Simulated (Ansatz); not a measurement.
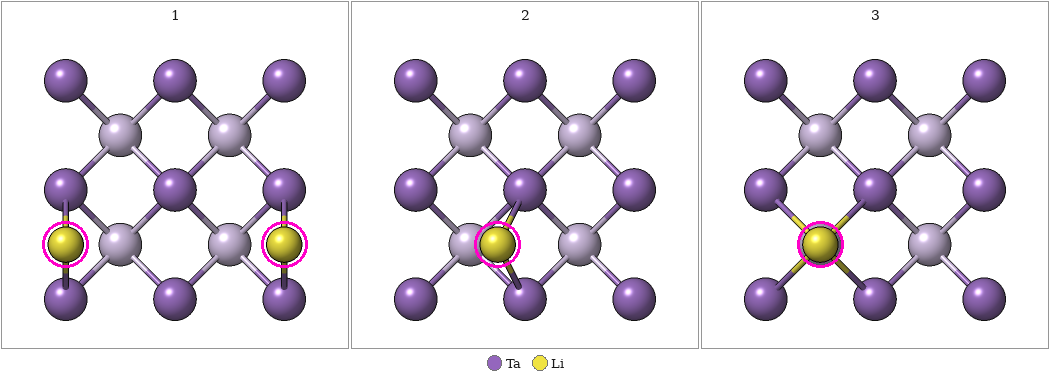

Li on a Ta(100) slab cut from the Im-3m phase, its upper half relaxed before the scan (16 atoms of substrate and one adsorbate in a 2 × 2 cell). Li is moved over the surface cell; relaxed at each place: the height of the adsorbate's atoms; substrate rigid; the origin of the map has the adsorbate above Ta13. Places are given modulo a cell vector. The map is drawn in real space over the plane of the surface. Grid: 8 × 8 points; 15 points were computed and 49 follow by symmetry. Places are given in fractions of the 1 × 1 surface cell. All energies are given in eV relative to the lowest grid point. Computed with DFT PBE, scalar-relativistic, plane waves, PAW in Ansatz. Settings: cutoff 420 eV, k-mesh 4×4×1, gaussian smearing 0.1 eV, no spin polarisation.

The numbered pictures are structures from this grid. Rings mark the moved atoms.

> Which is the most stable, and how do the others follow?

3, at a fourfold hollow over a second-layer Ta atom, (4/8, 4/8) of the cell vectors: 0.000 eV; 2, at (6/8, 4/8) of the cell vectors [nearest 2 Ta at 2.98 Å]: 0.167 eV; 1, at a bridge site between two Ta atoms, (0/8, 4/8) of the cell vectors: 0.273 eV.

The map, with the structures marked:

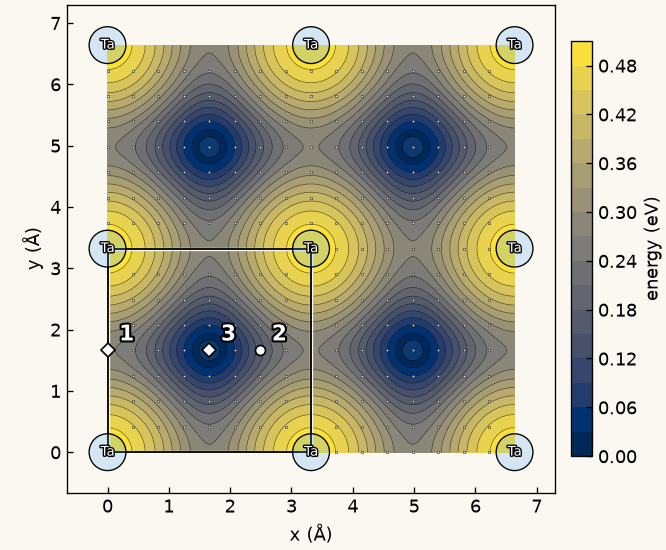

Drawn: filled contours, dots at the grid points, labelled circles for the atoms of the top layer and small ones for the second layer, the outline of one cell of the 2 × 2 shown. Between grid points the surface is interpolated.

PAW datasets: the set soft_1.
